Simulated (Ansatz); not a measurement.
Consider SnO in the litharge type structure (space group P4/nmm, No. 129; a = 3.7701 Å, c = 4.5599 Å; layered, stacked along the Cartesian z axis).

One thing is altered: a free-standing slab of 1 layer (4 atoms, 4 a layer) is cut normal to the stacking axis, with 15 Å of vacuum and the in-plane cell relaxed.

Level of theory: Ansatz (a program for electronic structure) PBEsol-D3(BJ), spin-orbit coupling left out.

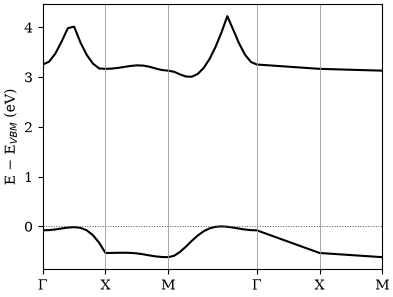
Figure. Highest valence and lowest conduction band along the path of the changed cell's own zone

Question: Read the changed gap and its character from the plot.

Answer: About 3.0 eV, indirect, M–Γ (60 % along) → M–Γ (27 % along).

Whether these cells are dynamically stable was not tested. The final runs are not spin-polarised.
